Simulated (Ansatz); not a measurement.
A series of calculations on C$_{2}$H$_{10}$BNOSi

### Relaxation

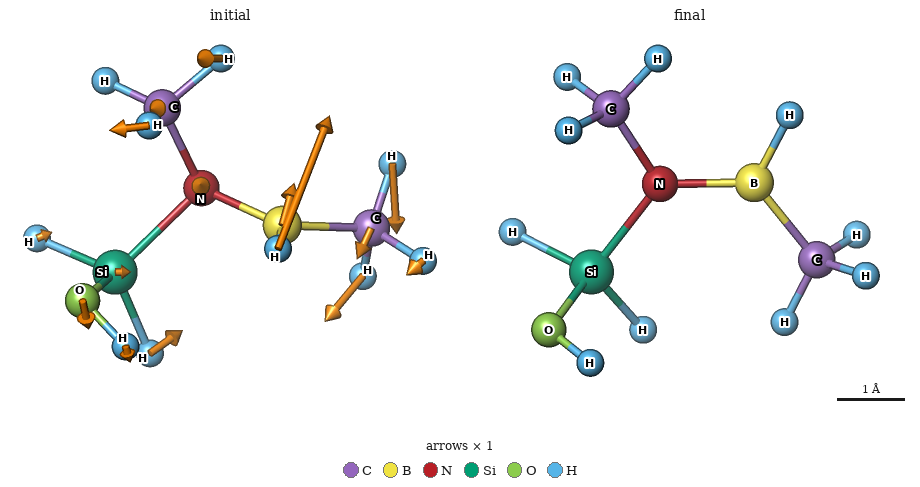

The structure of C₂H₁₀BNOSi before (left) and after (right) a relaxation, at one scale. The orange arrows give the displacements, at their true length.

The picture is a ball-and-stick view, seen face on.

The run prepares an end point of a later path (torsion) calculation, from a guessed geometry.

Method: RKS PBE0-D4/def2-SVP in Ansatz.

Input file:
```yaml
crystal:
  periodic: [false, false, false]
  atoms:
    - { symbol: C, position_ang: [-1.9019, -0.7304, -1.2586] }
    - { symbol: B, position_ang: [-0.9962, -0.2518, -0.0854] }
    - { symbol: "N", position_ang: [0.4921, -0.3343, -0.2754] }
    - { symbol: C, position_ang: [1.1732, -1.2135, 0.7507] }
    - { symbol: Si, position_ang: [1.2093, 1.3156, -0.1051] }
    - { symbol: O, position_ang: [0.9326, 1.9348, 1.4991] }
    - { symbol: H, position_ang: [-1.7353, -1.7464, -1.5217] }
    - { symbol: H, position_ang: [-2.9699, -0.5456, -0.9668] }
    - { symbol: H, position_ang: [-1.7471, -0.0341, -2.1165] }
    - { symbol: H, position_ang: [-1.4567, 0.1273, 0.9601] }
    - { symbol: H, position_ang: [0.8731, -0.8684, 1.8094] }
    - { symbol: H, position_ang: [2.2197, -1.2842, 0.637] }
    - { symbol: H, position_ang: [0.646, -2.227, 0.6193] }
    - { symbol: H, position_ang: [0.5576, 2.2338, -1.0535] }
    - { symbol: H, position_ang: [2.6536, 1.264, -0.3379] }
    - { symbol: H, position_ang: [0.0272, 2.3376, 1.4896] }
basis:
  gaussian: { orbitals: def2-SVP }
hamiltonian:
  xc: pbe0
  dispersion: d4
relax:
  f_tol: 0.015
  max_steps: 40
output:
  orbitals: {}
```

Launched with:
```bash
ansatz run input.yaml --threads 2 --pin off --max-ram 3072MiB --backend cpu --events-out ev --progress --plain --runs-dir out
```

Summarise the run.

H10 moves most after the best rigid fit: 2.35 Å. By element the largest moves are H 2.35 Å, B 0.71 Å, O 0.58 Å, C 0.53 Å, N 0.49 Å, Si 0.25 Å. Near-neighbour distances that change, for instance: B2–N3 1.503 → 1.413 Å, Si5–O6 1.742 → 1.665 Å, N3–C4 1.513 → 1.461 Å, C4–H11 1.153 → 1.103 Å. Bond angles that change, for instance: B2–N3–Si5 109.3° → 125.9°, Si5–O6–H16 106.3° → 116.7°, B2–C1–H9 107.9° → 117.2°. Groups turn about C1–B2 by about 55°, Si5–O6 by about 20°. The energy falls by 38.5 kcal/mol in 28 geometry steps. Largest force component: 4.7 eV/Å at the start, 0.014 eV/Å at the end.

### Relaxation

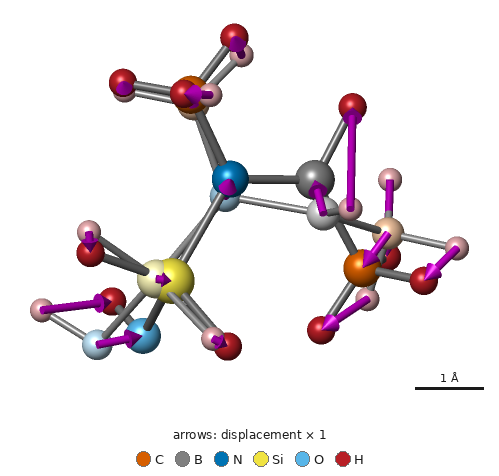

This is a relaxation of C$_{2}$H$_{10}$BNOSi. The starting structure is drawn faded, the final one solid; purple arrows show the displacements, at their true length. The two geometries are superimposed by the best rigid fit.

Style: ball-and-stick. Shown at a tilt.

The run prepares an end point of a later path (torsion) calculation, from a guessed geometry.

All numbers below come from RKS PBE0-D4/def2-SVP (Ansatz).

Input file:
```yaml
crystal:
  periodic: [false, false, false]
  atoms:
    - { symbol: C, position_ang: [-1.9019, -0.7304, -1.2586] }
    - { symbol: B, position_ang: [-0.9962, -0.2518, -0.0854] }
    - { symbol: "N", position_ang: [0.4921, -0.3343, -0.2754] }
    - { symbol: C, position_ang: [1.1732, -1.2135, 0.7507] }
    - { symbol: Si, position_ang: [1.2093, 1.3156, -0.1051] }
    - { symbol: O, position_ang: [1.96758, 1.80426, -1.59495] }
    - { symbol: H, position_ang: [-1.7353, -1.7464, -1.5217] }
    - { symbol: H, position_ang: [-2.9699, -0.5456, -0.9668] }
    - { symbol: H, position_ang: [-1.7471, -0.0341, -2.1165] }
    - { symbol: H, position_ang: [-1.4567, 0.1273, 0.9601] }
    - { symbol: H, position_ang: [0.8731, -0.8684, 1.8094] }
    - { symbol: H, position_ang: [2.2197, -1.2842, 0.637] }
    - { symbol: H, position_ang: [0.646, -2.227, 0.6193] }
    - { symbol: H, position_ang: [2.25019, 1.29272, 0.93571] }
    - { symbol: H, position_ang: [0.16519, 2.28783, 0.22273] }
    - { symbol: H, position_ang: [2.87896, 1.41522, -1.58403] }
basis:
  gaussian: { orbitals: def2-SVP }
hamiltonian:
  xc: pbe0
  dispersion: d4
relax:
  f_tol: 0.015
  max_steps: 40
output:
  orbitals: {}
```

Run as
```bash
ansatz run input.yaml --threads 2 --pin off --max-ram 3072MiB --backend cpu --events-out ev --progress --plain --runs-dir out
```

### What happened in the run?

Over 23 accepted moves (26 points after the start) the energy falls by 41.6 kcal/mol. Largest force component: 4.7 eV/Å at the start, 0.0061 eV/Å at the end. The line search rejected the trial steps at points 14, 17, 20 of the run. The atom that moves furthest after the best rigid fit is H10 (2.32 Å). By element the largest moves are H 2.32 Å, O 0.74 Å, B 0.71 Å, C 0.66 Å, N 0.55 Å, Si 0.24 Å. Some distances before and after: B2–N3 1.503 → 1.414 Å, Si5–O6 1.742 → 1.662 Å, N3–C4 1.513 → 1.458 Å, C4–H11 1.153 → 1.103 Å. Among the angles between lasting bonds that change: B2–N3–Si5 109.3° → 120.8°, C4–N3–Si5 106.7° → 118.2°, Si5–O6–H16 106.3° → 116.9°. Groups turn about C1–B2 by about 70°, Si5–O6 by about 35°.

### Path

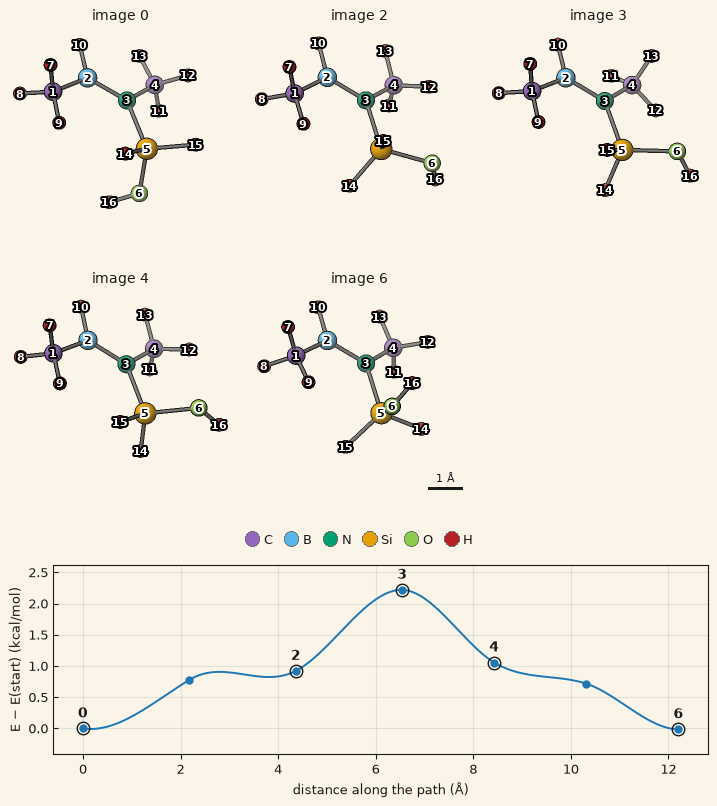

A search for the minimum-energy path of C₂H₁₀BNOSi by the nudged elastic band. Images are numbered from 0 (start) to 6 (end). The picture is a ball-and-stick view, seen at a tilt.

All numbers below come from RKS PBE0-D4/def2-SVP (Ansatz). Settings: 5 movable images; climbing image; force threshold 0.05 eV/Å; iteration limit 39; starting path through a guess of the saddle point.

Question: Describe the mechanism and the energy profile.

Answer: The motion is a rotation about the N3–Si5 bond by about 195°. No bond forms or breaks between the ends. Among the angles between lasting bonds that change up to the highest image: O6–Si5–H15 104.4° → 109.7°, O6–Si5–H14 111.8° → 107.9°. The two ends have nearly the same energy, and the highest point, image 3, lies 2.22 kcal/mol above the start. The band converged in 21 iterations. The largest component of the band force went from 190 to 0.048 eV/Å. The climbing image converged on the top of the path. Its vibrational analysis gives 2 imaginary modes over 30i cm⁻¹, so it isn't confirmed as a transition state.

Cost: 10 min on 2 threads of Intel(R) Xeon(R) Platinum 8259CL CPU @ 2.50GHz (Skylake/Cascade Lake) (shared host), peak memory 0.44 GiB.
